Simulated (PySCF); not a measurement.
# BCCD(T)/STO-6G run of SiH3F (SiFH3)

Aim: the energy change on altering one bond length of SiH3F (SiFH3) at BCCD(T)/STO-6G, from 2 runs. Input form: a Python script.

The results are computed with PySCF 2.14.0.

10 further runs of the same task are left out: 1 that didn't finish, 9 set aside as unsound or not needed.

## Step 1: The system as given

SiH3F: 5 atoms, total charge 0, spin state singlet. SMILES: `[H][Si]([H])([H])F`. The shape is that of a GFN2-xTB optimisation.

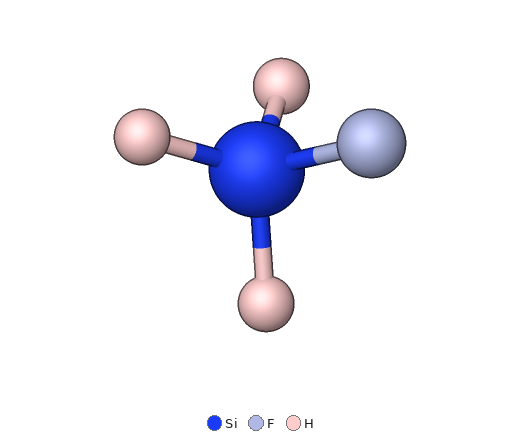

Viewed from a chosen angle; silicon blue, fluorine light blue, hydrogen pink.

## Step 2: A single-point energy at BCCD(T)/STO-6G

mol.xyz reads:

```xyz
5
FH3Si
Si    -0.000700     0.001210    -0.093590
F      0.010860    -0.019140     1.511980
H      1.400270     0.011030    -0.482220
H     -0.709280     1.218920    -0.453380
H     -0.701150    -1.212020    -0.482790
```

input.py reads:

```python
from pyscf import gto, scf, cc
from pyscf.cc.bccd import bccd_kernel_

mol = gto.Mole()
mol.atom = 'mol.xyz'
mol.max_memory = 1860
mol.verbose = 3
mol.spin = 0
mol.basis = 'sto-6g'
mol.build()

mf = scf.RHF(mol)
mf.conv_tol = 1e-10
mf.kernel()
if not mf.converged:
    mf = mf.newton().run(mf.mo_coeff, mf.mo_occ)

mycc = cc.CCSD(mf, frozen=6).run()
mycc = bccd_kernel_(mycc, diis=True)
e_t = mycc.ccsd_t()
e_final = mycc.e_tot + e_t
print('Final energy', e_final)
```

On the command line:

```console
$ OMP_NUM_THREADS=1 python input.py
```

What it wrote:

```text
converged SCF energy = -388.61014853929
E(CCSD) = -388.6854999101033  E_corr = -0.07535137081349877
BCCD loop starts.

******** <class 'pyscf.cc.ccsd.CCSD'> ********
CC2 = 0
CCSD nocc = 7, nmo = 11
frozen orbitals 6
max_cycle = 50
direct = 0
conv_tol = 1e-07
conv_tol_normt = 1e-05
diis_space = 6
diis_start_cycle = 0
diis_start_energy_diff = 1e+09
Init E_corr(CCSD) = -0.0748422165841846
cycle = 1  E_corr(CCSD) = -0.0785334235842792  dE = -0.003691207  norm(t1,t2) = 0.0317133
cycle = 2  E_corr(CCSD) = -0.0771689866456665  dE = 0.00136443694  norm(t1,t2) = 0.0057875
cycle = 3  E_corr(CCSD) = -0.077284697082706  dE = -0.000115710437  norm(t1,t2) = 0.00308728
cycle = 4  E_corr(CCSD) = -0.0771500408464561  dE = 0.000134656236  norm(t1,t2) = 0.000983813
cycle = 5  E_corr(CCSD) = -0.0771461315072048  dE = 3.90933925e-06  norm(t1,t2) = 0.000125327
cycle = 6  E_corr(CCSD) = -0.0771459438047576  dE = 1.87702447e-07  norm(t1,t2) = 5.13751e-05
cycle = 7  E_corr(CCSD) = -0.077146458205371  dE = -5.14400613e-07  norm(t1,t2) = 1.29741e-05
cycle = 8  E_corr(CCSD) = -0.0771466207292867  dE = -1.62523916e-07  norm(t1,t2) = 4.03497e-06
cycle = 9  E_corr(CCSD) = -0.0771466435862337  dE = -2.2856947e-08  norm(t1,t2) = 1.03983e-06
CCSD converged
E(CCSD) = -388.6851371853217  E_corr = -0.07714664358623374
BCC iter:    0  E:    -388.685137185322  dE:    3.627e-04  |t1|:    4.617e-03

******** <class 'pyscf.cc.ccsd.CCSD'> ********
CC2 = 0
CCSD nocc = 7, nmo = 11
frozen orbitals 6
max_cycle = 50
direct = 0
conv_tol = 1e-07
conv_tol_normt = 1e-05
diis_space = 6
diis_start_cycle = 0
diis_start_energy_diff = 1e+09
Init E_corr(CCSD) = -0.0768974740272121
cycle = 1  E_corr(CCSD) = -0.0765060945767519  dE = 0.00039137945  norm(t1,t2) = 0.00406963
cycle = 2  E_corr(CCSD) = -0.0766578469755882  dE = -0.000151752399  norm(t1,t2) = 0.000714119
cycle = 3  E_corr(CCSD) = -0.0766522144340284  dE = 5.63254156e-06  norm(t1,t2) = 0.00033709
cycle = 4  E_corr(CCSD) = -0.0766721451475684  dE = -1.99307135e-05  norm(t1,t2) = 0.000103576
cycle = 5  E_corr(CCSD) = -0.0766731736367633  dE = -1.02848919e-06  norm(t1,t2) = 1.38578e-05
cycle = 6  E_corr(CCSD) = -0.0766734786530618  dE = -3.05016299e-07  norm(t1,t2) = 5.29398e-06
cycle = 7  E_corr(CCSD) = -0.0766735042783501  dE = -2.56252883e-08  norm(t1,t2) = 1.35654e-06
CCSD converged
E(CCSD) = -388.6851765922409  E_corr = -0.07667350427835011
BCC iter:    1  E:    -388.685176592241  dE:   -3.941e-05  |t1|:    6.440e-05

******** <class 'pyscf.cc.ccsd.CCSD'> ********
CC2 = 0
CCSD nocc = 7, nmo = 11
frozen orbitals 6
max_cycle = 50
direct = 0
conv_tol = 1e-07
conv_tol_normt = 1e-05
diis_space = 6
diis_start_cycle = 0
diis_start_energy_diff = 1e+09
Init E_corr(CCSD) = -0.0766764219027823
cycle = 1  E_corr(CCSD) = -0.0766819127701869  dE = -5.4908674e-06  norm(t1,t2) = 5.74721e-05
cycle = 2  E_corr(CCSD) = -0.0766794885950747  dE = 2.42417511e-06  norm(t1,t2) = 1.00049e-05
cycle = 3  E_corr(CCSD) = -0.0766796626199597  dE = -1.74024885e-07  norm(t1,t2) = 5.63157e-06
cycle = 4  E_corr(CCSD) = -0.0766794347125534  dE = 2.27907406e-07  norm(t1,t2) = 1.91763e-06
cycle = 5  E_corr(CCSD) = -0.0766794420492232  dE = -7.33666977e-09  norm(t1,t2) = 3.20047e-07
CCSD converged
E(CCSD) = -388.685175936545  E_corr = -0.07667944204922317
BCC iter:    2  E:    -388.685175936545  dE:    6.557e-07  |t1|:    1.092e-06
CCSD(T) correction = -0.00189397508074857
Final energy -388.6870699116257
```

It took 1.1 s on 1 thread of Arm Neoverse V1, shared host; peak memory 0.1 GiB.

## Step 3: The distorted shape at the same level

start.xyz reads:

```xyz
5
FH3Si
Si     1.260100     2.185007     0.606964
F      1.271660     2.164657     2.212534
H      2.661070     2.194827     0.218334
H      0.551520     3.402717     0.247174
H     -0.701150    -1.212020    -0.482790
```

run.py reads:

```python
from pyscf import gto, scf, cc
from pyscf.cc.bccd import bccd_kernel_

mol = gto.M(
    atom='start.xyz',
    max_memory=1860,
    verbose=4,
    spin=0,
    charge=0,
    basis='sto-6g',
)

calc0 = scf.RHF(mol)
calc0.conv_tol = 1e-10
calc0.kernel()
if not calc0.converged:
    calc0 = calc0.newton().run(calc0.mo_coeff, calc0.mo_occ)

mycc = cc.CCSD(calc0, frozen=6).run()
mycc = bccd_kernel_(mycc, diis=True)
e_t = mycc.ccsd_t()
e_tot = mycc.e_tot + e_t
print('Final energy', e_tot)
```

On the command line:

```console
$ OMP_NUM_THREADS=1 python run.py
```

What it wrote:

```text
PySCF version 2.14.0

[INPUT] num. atoms = 5
[INPUT] num. electrons = 26
[INPUT] charge = 0
[INPUT] spin (= nelec alpha-beta = 2S) = 0
[INPUT] symmetry False subgroup None
[INPUT] Mole.unit = angstrom
[INPUT] Symbol           X                Y                Z      unit          X                Y                Z       unit  Magmom
[INPUT]  1 Si     1.260100000000   2.185007000000   0.606964000000 AA    2.381243889564   4.129064810258   1.146995727471 Bohr   0.0
[INPUT]  2 F      1.271660000000   2.164657000000   2.212534000000 AA    2.403089123564   4.090608883623   4.181083301288 Bohr   0.0
[INPUT]  3 H      2.661070000000   2.194827000000   0.218334000000 AA    5.028693498296   4.147621920801   0.412591463681 Bohr   0.0
[INPUT]  4 H      0.551520000000   3.402717000000   0.247174000000 AA    1.042221752220   6.430203209402   0.467091165113 Bohr   0.0
[INPUT]  5 H     -0.701150000000  -1.212020000000  -0.482790000000 AA   -1.324981472239  -2.290385857495  -0.912340875679 Bohr   0.0

nuclear repulsion = 58.8909861379781
number of shells = 11
number of NR pGTOs = 102
number of NR cGTOs = 17
basis = sto-6g
ecp = {}

******** <class 'pyscf.scf.hf.RHF'> ********
method = RHF
initial guess = minao
damping factor = 0
level_shift factor = 0
DIIS = <class 'pyscf.scf.diis.CDIIS'>
diis_start_cycle = 1
diis_space = 8
diis_damp = 0
SCF conv_tol = 1e-10
SCF conv_tol_grad = None
SCF max_cycles = 50
direct_scf = True
direct_scf_tol = 1e-13
Set gradient conv threshold to 1e-05
Initial guess from minao.
init E= -387.923108629872
  HOMO = -0.135444049524941  LUMO = -0.0583005792637135  gap/eV = 2.09918
[... 27 lines left out ...]
converged SCF energy = -388.219657649946
[... 12 lines left out ...]
Init t2, MP2 energy = -388.451089410749  E_corr(MP2) -0.23143176080317
[... 17 lines left out ...]
CCSD converged
[... 45 lines left out ...]
CCSD converged
[... 29 lines left out ...]
CCSD converged
[... 25 lines left out ...]
CCSD converged
[... 3 lines left out ...]
******** <class 'pyscf.cc.ccsd.CCSD'> ********
CC2 = 0
CCSD nocc = 7, nmo = 11
frozen orbitals 6
max_cycle = 50
direct = 0
conv_tol = 1e-07
conv_tol_normt = 1e-05
diis_space = 6
diis_start_cycle = 0
diis_start_energy_diff = 1e+09
Init E_corr(CCSD) = -0.283512197392594
cycle = 1  E_corr(CCSD) = -0.283534048853559  dE = -2.1851461e-05  norm(t1,t2) = 0.000286001
cycle = 2  E_corr(CCSD) = -0.283524124308716  dE = 9.92454484e-06  norm(t1,t2) = 0.000110607
cycle = 3  E_corr(CCSD) = -0.283521725959318  dE = 2.3983494e-06  norm(t1,t2) = 0.000182368
cycle = 4  E_corr(CCSD) = -0.283525691582374  dE = -3.96562306e-06  norm(t1,t2) = 4.49614e-05
cycle = 5  E_corr(CCSD) = -0.283524637824897  dE = 1.05375748e-06  norm(t1,t2) = 1.07369e-05
cycle = 6  E_corr(CCSD) = -0.283524587857575  dE = 4.99673225e-08  norm(t1,t2) = 4.83469e-06
CCSD converged
E(CCSD) = -388.4958875716825  E_corr = -0.2835245878575746
BCC iter:    3  E:    -388.495887571682  dE:    1.470e-06  |t1|:    2.633e-05

******** <class 'pyscf.cc.ccsd.CCSD'> ********
CC2 = 0
CCSD nocc = 7, nmo = 11
frozen orbitals 6
max_cycle = 50
direct = 0
conv_tol = 1e-07
conv_tol_normt = 1e-05
diis_space = 6
diis_start_cycle = 0
diis_start_energy_diff = 1e+09
Init E_corr(CCSD) = -0.283524325696833
cycle = 1  E_corr(CCSD) = -0.283524269278281  dE = 5.64185519e-08  norm(t1,t2) = 3.50425e-05
cycle = 2  E_corr(CCSD) = -0.28352271600467  dE = 1.55327361e-06  norm(t1,t2) = 3.72557e-05
cycle = 3  E_corr(CCSD) = -0.283524811959931  dE = -2.09595526e-06  norm(t1,t2) = 7.80194e-05
cycle = 4  E_corr(CCSD) = -0.283524143001845  dE = 6.68958085e-07  norm(t1,t2) = 8.92205e-06
cycle = 5  E_corr(CCSD) = -0.283524196014372  dE = -5.30125264e-08  norm(t1,t2) = 1.67763e-06
CCSD converged
E(CCSD) = -388.4958877133498  E_corr = -0.2835241960143718
BCC iter:    4  E:    -388.495887713350  dE:   -1.417e-07  |t1|:    1.841e-06
CCSD(T) correction = -0.0156904737343545
Final energy -388.511578187084
```

Run time: 1.5 s. Hardware: 1 thread of Arm Neoverse V1, shared host; peak memory 0.1 GiB.

## Step 4: Outcome

At BCCD(T)/STO-6G, 6 core orbitals frozen:

| quantity | value |
| --- | --- |
| first shape: total energy | -388.68707 Eh |
| first shape: correlation energy (6 core orbitals frozen) | -76.9 mEh |
| first shape: (T) correction | -1.89 mEh |
| distorted shape: total energy | -388.51158 Eh |
| distorted shape: correlation energy (6 core orbitals frozen) | -291.9 mEh |
| distorted shape: (T) correction | -15.69 mEh |
| energy change with the Si1–H5 bond stretched from 1.454 to 4.071 Å | 4.775 eV |

With the Si1–H5 bond stretched from 1.454 to 4.071 Å the energy rises by 4.78 eV (461 kJ/mol). The first shape isn't relaxed at this level, so the change isn't measured from a minimum. A restricted reference can't describe the breaking bond well at this length. The minimal basis adds a large error of its own. The triples (first shape) make up 2.5 % of the correlation energy. The triples (distorted shape) make up 5.4 % of the correlation energy.
